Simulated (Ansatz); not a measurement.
# WCl4O (SMILES O=[W](Cl)(Cl)(Cl)Cl) at CAM-B3LYP/def2-SVP (core potential)

What is the energy change on altering one bond length of WCl4O at CAM-B3LYP/def2-SVP (core potential)? 

The calculation is run with Ansatz 0.2.0.

### 1 The molecule

WCl4O has 6 atoms, charge 0, and is taken as a singlet. As SMILES, `O=[W](Cl)(Cl)(Cl)Cl`. Geometry: relaxed at PBE0-D4/def2-TZVP.

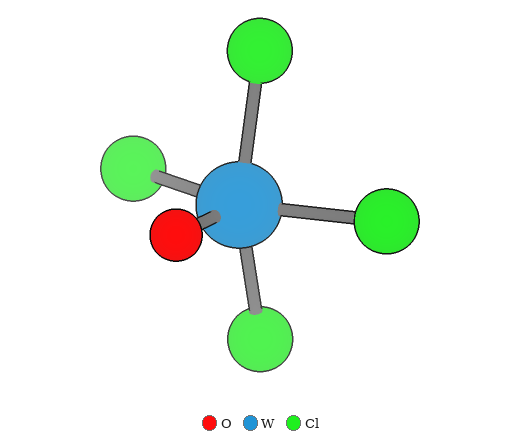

The structure, seen from a chosen angle (oxygen red, tungsten blue, chlorine green).

### 2 The energy at CAM-B3LYP/def2-SVP (core potential)

Contents of in.yaml:

```yaml
crystal:
  periodic: [false, false, false]
  atoms:
    - {symbol: O, position_ang: [-0.010050, -1.747150, 0.186510]}
    - {symbol: W, position_ang: [-0.000510, -0.089070, 0.009510]}
    - {symbol: Cl, position_ang: [1.915280, 0.567920, 1.072290]}
    - {symbol: Cl, position_ang: [-1.910010, 0.350500, -1.170330]}
    - {symbol: Cl, position_ang: [1.129180, 0.249450, -1.950250]}
    - {symbol: Cl, position_ang: [-1.123900, 0.668360, 1.852270]}
basis:
  gaussian: {orbitals: def2-SVP}
hamiltonian: {xc: {name: CAM-B3LYP}}
accuracy: high
output: {orbitals: {seedname: orbitals}}
```

On the command line:

```bash
ansatz run in.yaml --threads 1 --pin off --max-ram 3480MiB --events-out events.jsonl --progress --plain --runs-dir runs
```

The log of the run:

```text
Warning: RAYON_NUM_THREADS=1 ignored (pool sized by the plan → 1); use --threads N
Functional definition: CAM-B3LYP
  name "CAM-B3LYP"
  parameter alpha = 0.19
  parameter beta = 0.46
  parameter omega = 0.33/bohr
  parameter ac = 0.81
  exchange = (1 - alpha - beta)*b88_x + beta*b88_x_sr(omega) + alpha*exact_x + beta*exact_x_lr(omega)
  correlation = (1 - ac)*vwn5_c + ac*lyp_c
2465 factors; integrals over basis functions are off by at most 9.1e-9 eV
506 factors; integrals over basis functions are off by at most 1.5e-9 eV
mean field evaluation 1: about -53939.1664 eV, gradient 7.6e1 eV
mean field evaluation 2: about -53818.0589 eV, gradient 2.5e2 eV
mean field evaluation 4: about -53950.5445 eV, gradient 1.7e1 eV
mean field evaluation 8: about -53951.3112 eV, gradient 1.1e0 eV
mean field evaluation 16: about -53951.3139 eV, gradient 1.5e-4 eV
mean field -53951.31393431 eV, -1982.6742175719 hartree, gradient 2.8e-8 eV, S^2 0.000000; 0 other end points of the search recorded, 0 dependent functions left out
reference -53951.31395620 eV, -1982.6742183763 hartree; 45, 45 occupied and 73, 73 virtual orbitals, 2465 factors
Total energy: -53951.31395620 eV, -1982.6742183763 hartree
```

Wall time 21 s (1 thread of Arm Neoverse V2, shared host); peak memory 0.66 GiB.

### 3 The distorted shape at the same level

Contents of input.yaml:

```yaml
crystal:
  periodic: [false, false, false]
  atoms:
    - symbol: O
      position_ang: [-0.011481, -1.995905, 0.213065]
    - symbol: W
      position_ang: [-0.000510, -0.089070, 0.009510]
    - symbol: Cl
      position_ang: [1.915280, 0.567920, 1.072290]
    - symbol: Cl
      position_ang: [-1.910010, 0.350500, -1.170330]
    - symbol: Cl
      position_ang: [1.129180, 0.249450, -1.950250]
    - symbol: Cl
      position_ang: [-1.123900, 0.668360, 1.852270]
basis:
  gaussian: {orbitals: def2-SVP}
magnetization: {spin_polarized: false}
hamiltonian: {xc: {name: CAM-B3LYP}}
accuracy: high
output: {orbitals: {seedname: orbitals}}
```

On the command line:

```bash
ansatz run input.yaml --threads 1 --pin off --max-ram 3480MiB --events-out events.jsonl --progress --plain --runs-dir runs
```

The log of the run:

```text
Warning: RAYON_NUM_THREADS=1 ignored (pool sized by the plan → 1); use --threads N
Functional definition: CAM-B3LYP
  name "CAM-B3LYP"
  parameter alpha = 0.19
  parameter beta = 0.46
  parameter omega = 0.33/bohr
  parameter ac = 0.81
  exchange = (1 - alpha - beta)*b88_x + beta*b88_x_sr(omega) + alpha*exact_x + beta*exact_x_lr(omega)
  correlation = (1 - ac)*vwn5_c + ac*lyp_c
2473 factors; integrals over basis functions are off by at most 7.1e-9 eV
512 factors; integrals over basis functions are off by at most 1.4e-9 eV
mean field evaluation 1: about -53933.3259 eV, gradient 8.4e1 eV
mean field evaluation 2: about -53710.1778 eV, gradient 2.8e2 eV
mean field evaluation 4: about -53947.7383 eV, gradient 3.0e1 eV
mean field evaluation 8: about -53949.7891 eV, gradient 6.6e-1 eV
mean field evaluation 16: about -53949.9586 eV, gradient 4.4e-4 eV
mean field -53949.95856249 eV, -1982.6244085763 hartree, gradient 4.8e-8 eV, S^2 0.000000; 0 other end points of the search recorded, 0 dependent functions left out
reference -53949.95858469 eV, -1982.6244093920 hartree; 45, 45 occupied and 73, 73 virtual orbitals, 2473 factors
Total energy: -53949.95858469 eV, -1982.6244093920 hartree
```

Wall time 21 s (1 thread of Arm Neoverse V2, shared host); peak memory 0.66 GiB.

### 4 What came out

At CAM-B3LYP/def2-SVP (core potential):

| quantity | value |
| --- | --- |
| first shape: total energy | -1982.67422 Eh |
| first shape: HOMO energy | -10.21 eV |
| first shape: LUMO energy | -3.98 eV |
| first shape: HOMO–LUMO gap | 6.23 eV |
| distorted shape: total energy | -1982.62441 Eh |
| distorted shape: HOMO energy | -10.43 eV |
| distorted shape: LUMO energy | -4.16 eV |
| distorted shape: HOMO–LUMO gap | 6.27 eV |
| energy change with the O1–W2 bond stretched from 1.668 to 1.918 Å | 1.355 eV |

What this shows: With the O1–W2 bond stretched from 1.668 to 1.918 Å the energy rises by 1.36 eV (131 kJ/mol). The first shape isn't relaxed at this level, so the change isn't measured from a minimum.
